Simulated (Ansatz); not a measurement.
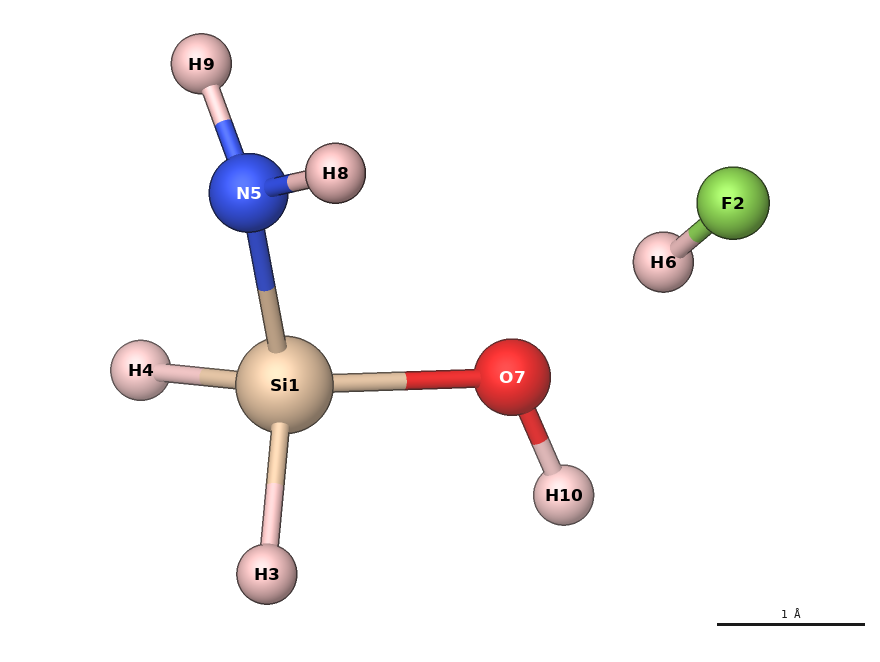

Computed geometry: PBE0-D4/def2-TZVP optimisation.

Find the hydrogen bonds (donors O, N, F, S or Cl) and give their geometry.

| D–H···A | D–H (Å) | H···A (Å) | angle (°) | kind |
| --- | --- | --- | --- | --- |
| F2–H6···O7 | 0.94 | 1.67 | 170 | intermolecular |
